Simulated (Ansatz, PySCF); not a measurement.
Pulling on the Si3–H4 bond in H4PbSi (SMILES [SiH3][PbH]) (multiplicity 1 held, fragments rigid). Energies count from the point at 1.489 Å.
Geometry at that point (charge 0, multiplicity 1):
```xyz
6

Pb     0.0126     0.3548     0.3307
H     -0.4305     1.4750    -1.0801
Si    -0.0332    -1.7270    -1.4655
H      0.9531    -1.4987    -2.5576
H     -1.3757    -1.8428    -2.0994
H      0.2809    -3.0511    -0.8638
```

U- levels take the lowest unrestricted solution at each point, which mixes spins at long bonds. Active spaces are followed from a long bond inwards. Left out are points that failed, MP2 points that dive below the minimum, coupled-cluster points behind a jump of the amplitudes or a sharp parting from full CI or MRCI, small-basis points behind a change of solution, and semi-empirical points at long bonds. Levels need not reach the same state.

Cores are frozen in the correlated methods. Filled d and f shells under p-block atoms count as core. Rows in LANL2DZ carry no dispersion term and start afresh at each structure. LANL2DZ brings its own core potentials from Na on.

Run with Ansatz (Gaussian basis) for Hartree–Fock, density functionals and correlated methods; PySCF for LANL2DZ rows.  In def2 rows elements past Kr take small-core potentials, without spin–orbit coupling.

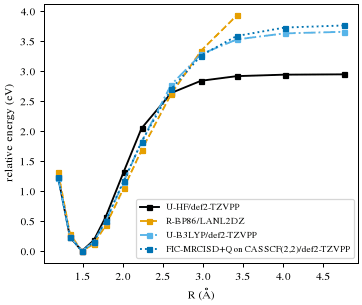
*Relative energy along the coordinate*

Doubts at one or more of the structures used: a spin-contaminated determinant (U-HF/def2-TZVPP, U-B3LYP/def2-TZVPP).

Ansatz is a program for electronic structure.
